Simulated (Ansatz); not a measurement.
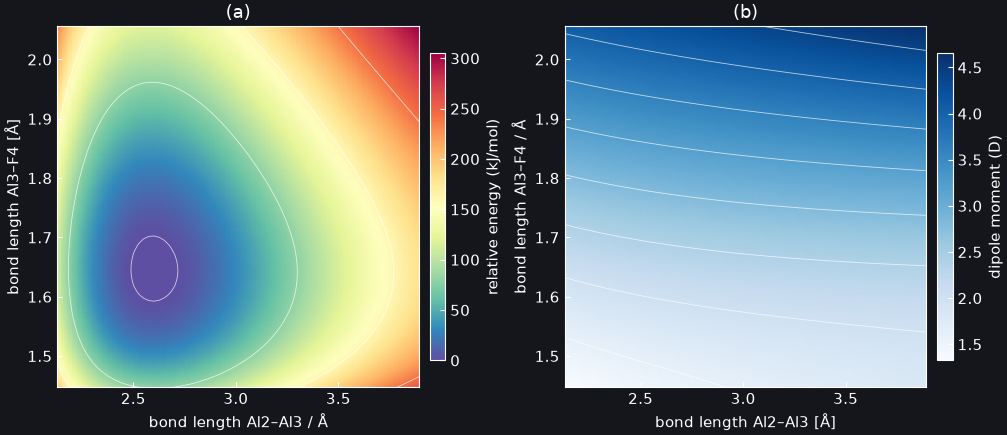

Al₂F₂H₂, SMILES [F][AlH][AlH][F]. 
- The first coordinate is: bond length Al2–Al3; the second: bond length Al3–F4.
- Nothing is relaxed (all other coordinates rigid).
- The scan uses a 7 × 7 grid.
- Points are written as (first, second).
- All energies are given in kJ/mol relative to the lowest grid point.
- The reference is spin-restricted, which grows unreliable where a bond is stretched far.
- Level of theory: RKS r2SCAN0-D4/def2-TZVP (Ansatz).

Panel (a) is the energy and panel (b) the computed dipole moment on the same grid.

In the figure: a smooth colour map with a few white contour lines. Between grid points the surface is interpolated.

### How does the dipole moment vary over the map, and what is it at the lowest grid point?

Leaving out the highest fifth of the energies, it runs from 1.45 D at (2.423 Å, 1.447 Å) to 4.37 D at (3.012 Å, 2.056 Å). At the lowest grid point, (2.717 Å, 1.650 Å), it is 2.25 D.
